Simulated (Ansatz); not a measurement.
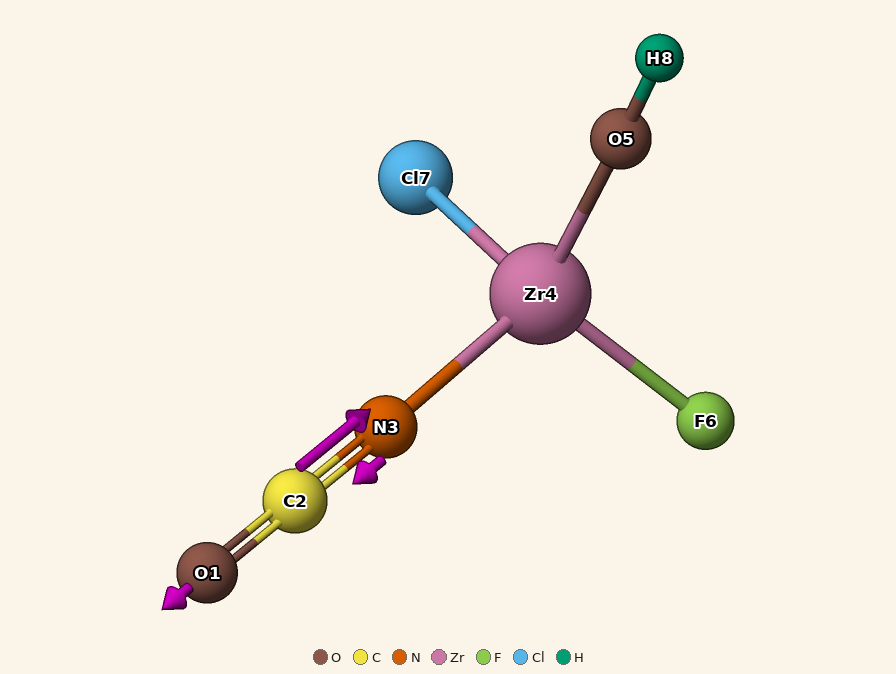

The arrows show one normal mode. Charge 0, singlet. Harmonic vibrations computed with RKS PBE0-D4/def2-TZVP, core potentials on Zr (Ansatz 0.2.0) at a stationary point of the same level.

Q: Estimate its harmonic wavenumber.

A: 2354 cm⁻¹; it is mode 17 of 18 counted from the lowest.
